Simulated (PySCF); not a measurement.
**MoO (charge +1, quartet): density, localisation and related maps**

```yaml
atoms:
  - { symbol: Mo, position_ang: [0.0000, 0.0000, -0.2269] }
  - { symbol: O, position_ang: [0.0000, 0.0000, 1.3891] }
```

⟨S²⟩ = 3.80, above the pure value of 3.75; core potentials replace the inner electrons of Mo.

These are results of PBE0/def2-TZVPPD, non-relativistic Hamiltonian with scalar-relativistic core potentials where named, at a bond length of 1.616 Å (PySCF), not measurements.

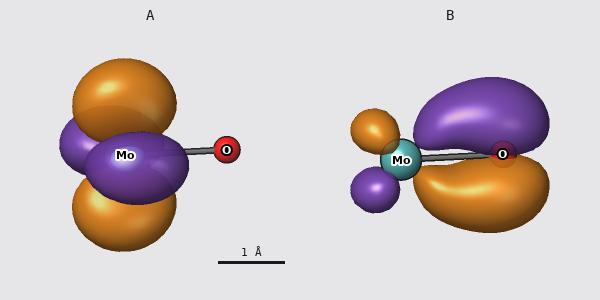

Figure 1. Two frontier β-spin orbitals, each drawn at the value that holds 80 % of its norm (orange and purple are the two phases), in no order; of a degenerate pair one member is drawn.

### Label each orbital by symmetry, say whether it is occupied, and order them by energy.

Orbital B: π, occupied in this spin, −18.60 eV; mainly on O (75 %).
Orbital A: δ, empty in this spin, −9.22 eV; almost wholly on Mo.

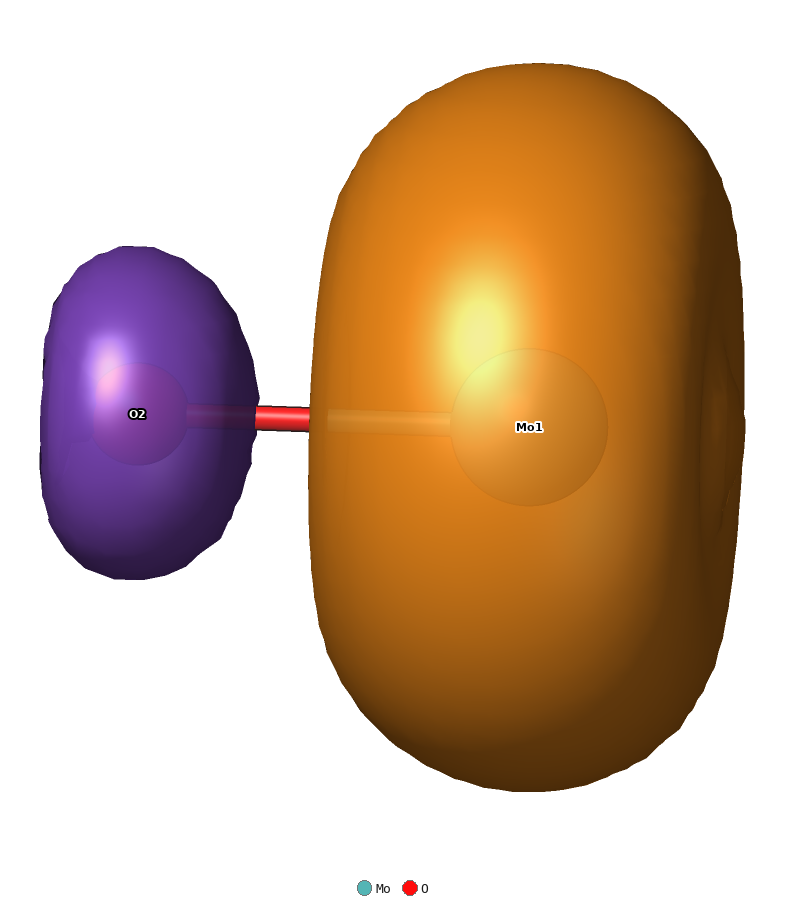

Figure 2. Isosurfaces of the spin density at +0.08 (orange) and −0.08 e/Å³ (purple), seen from one side.

### Describe the spin distribution.

The unpaired spin (3 electrons) lies mostly on Mo1 (about 3.2), in electrons by Hirshfeld's partition, with opposite, polarisation-induced spin on O2.

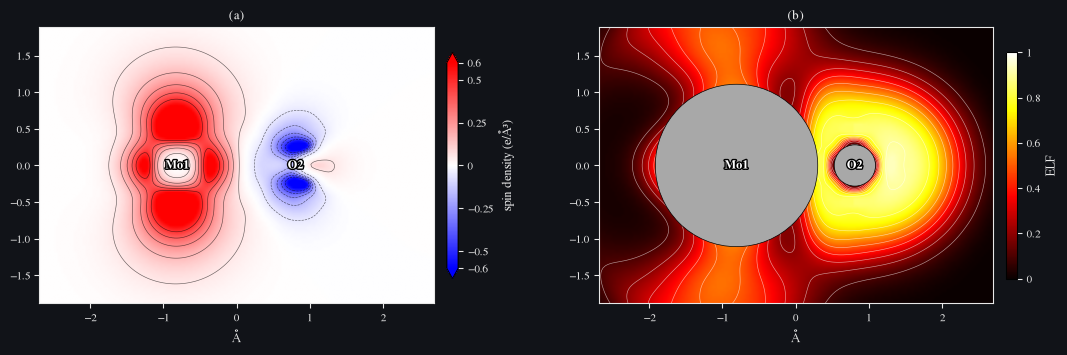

Figure 3. (a) spin density (α minus β); (b) ELF on a plane that holds the molecular axis. Grey discs cover the atomic cores in the ELF map.

### Interpret the plot.

The plane passes through Mo and O nuclei.
Mo–O (1.62 Å): the ELF peaks at about 0.85 in the valence shell of O, 0.5 Å from its nucleus, and is about 0.45 at the midpoint.
